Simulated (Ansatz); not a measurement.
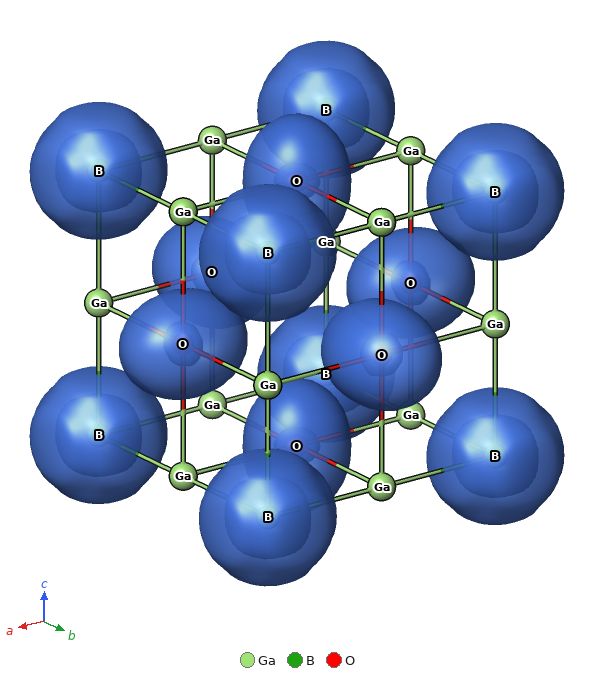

Figure. Ga3BO3. Isosurface of the electron localisation function at 0.65 (blue), seen at an oblique angle. Core shells and regions of very low density are left out. Sticks mark near contacts.

Space group Pm-3m; a structure generated by program, which may or may not match a known phase.

All numbers below come from DFT PBE, scalar-relativistic, plane waves, PAW in Ansatz 0.2.0.

In a PAW calculation such maps are meaningful between the atoms, not at the nuclei.

```
CELL_PARAMETERS angstrom
4.25140 0.00000 0.00000
0.00000 4.25140 0.00000
0.00000 0.00000 4.25140
ATOMIC_POSITIONS crystal
Ga 0.50000 0.00000 0.00000
Ga 0.00000 0.50000 0.00000
Ga 0.00000 0.00000 0.50000
B 0.00000 0.00000 0.00000
O 0.00000 0.50000 0.50000
O 0.50000 0.00000 0.50000
O 0.50000 0.50000 0.00000
```

Q: Describe the localisation domains.

A: At this value the surface marks out one region wrapped around B (its valence shell) and three regions wrapped around O (the valence shell of each), counted in one cell of 7 atoms. Any copies at cell faces, edges or corners count once. Profiles from the grid: Ga–B (2.13 Å): the ELF peaks at about 0.80 in the valence shell of B, 0.8 Å from its nucleus, and is about 0.55 at the midpoint. Ga–O (2.13 Å): the ELF peaks at about 0.80 in the valence shell of O, 0.6 Å from its nucleus, and drops to about 0.20 between the two atoms (no localised pair shows between them).
